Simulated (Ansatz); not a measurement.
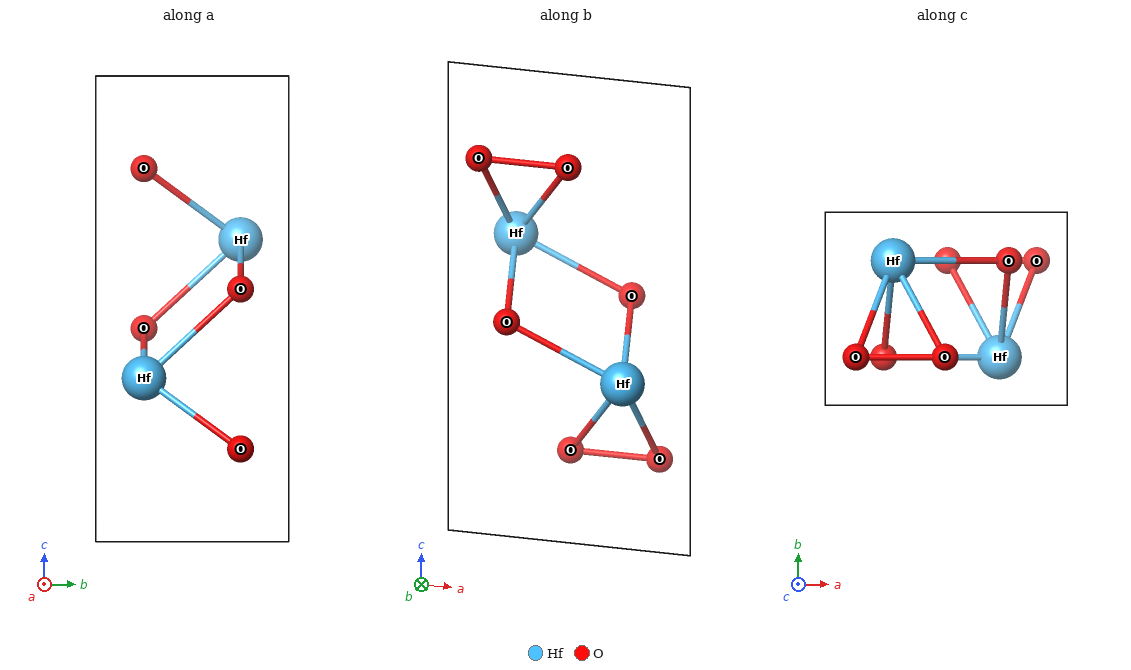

Structure drawing (ball-and-stick), viewed along the a axis, along the b axis and along the c axis. The conventional unit cell is drawn as a box.

Lattice parameters: a = 4.0851 Å, b = 3.2388 Å, c = 7.8505 Å, α = 90.000°, β = 96.090°, γ = 90.000°.

**Reconstruct the structure as a CIF with its space group and independent sites, with free fractional coordinates to two decimals.**

```cif
data_structure
_symmetry_space_group_name_H-M 'P 21/m'
_symmetry_Int_Tables_number 11
_cell_length_a 4.0851
_cell_length_b 3.2388
_cell_length_c 7.8505
_cell_angle_alpha 90.000
_cell_angle_beta 96.090
_cell_angle_gamma 90.000
_cell_volume 103.28
loop_
_atom_site_label
_atom_site_type_symbol
_atom_site_symmetry_multiplicity
_atom_site_Wyckoff_symbol
_atom_site_fract_x
_atom_site_fract_y
_atom_site_fract_z
_atom_site_occupancy
Hf1 Hf 2 e 0.28 0.75 0.65 1
O1 O 2 e 0.87 0.75 0.20 1
O2 O 2 e 0.24 0.25 0.46 1
O3 O 2 e 0.49 0.25 0.80 1
```

The structure was taken from a structure type filled with these elements by a generator (whether the compound takes this form wasn't checked). What is shown is the relaxed result from DFT PBE, scalar-relativistic, plane waves, PAW (Ansatz 0.2.0).
